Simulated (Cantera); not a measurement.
A closed system holds: 1 mol Si₂Cl₆, a varied amount of N₂, equilibrated at 1098 K and 2.30 mbar.

Equilibrium computed with Cantera from the NASA thermochemical tables; the gas is ideal and each condensed phase is pure. Candidate condensed phases: Si, Si₃N₄; 13 gas species. The feed counts by its element totals alone. N₂ is the only nitrogen source here; it is nearly inert below about 1500 K, so the nitride shown seldom forms there in practice. The tables' values for SiCl₃ are old estimates; treat these amounts as uncertain. Equilibrium is a limit: real reactors are often held back by kinetics, nucleation or transport.

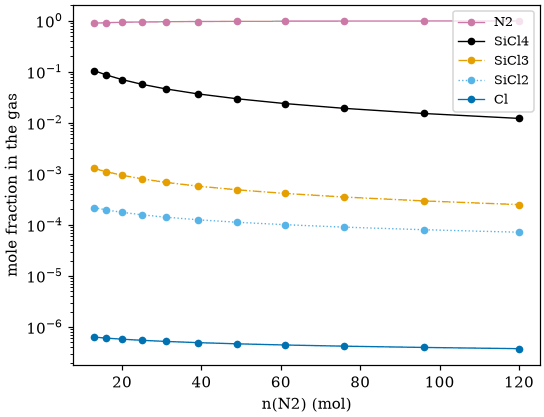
*Equilibrium gas composition (values under 1e-9 drawn at 1e-9)*

Read off the mole fractions at 61 mol N₂.

N₂ about 0.98, SiCl₄ about 0.024, SiCl₃ about 0.00041, SiCl₂ about 0.00010, Cl about 4.4e-7.
